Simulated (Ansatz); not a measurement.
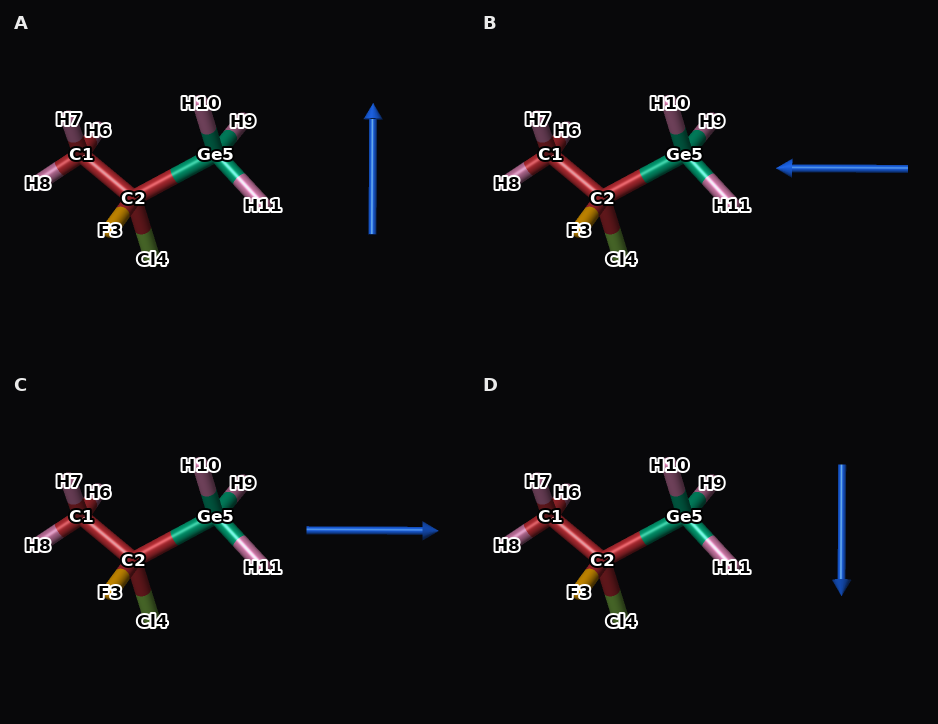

The same molecule four times, each with an arrow. The computed structure is the end point of a PBE0-D4/def2-TZVP optimisation. No frequency run is at hand to confirm it as a minimum. Properties computed with RKS ωB97M-V/def2-TZVPP (Ansatz 0.2.0).

**Which arrow points along the dipole moment, from the negative to the positive end?**

A. The dipole moment is 2.03 D; it points from the side of Cl4 to the side of H9, H10 (the outermost atoms at the two ends).
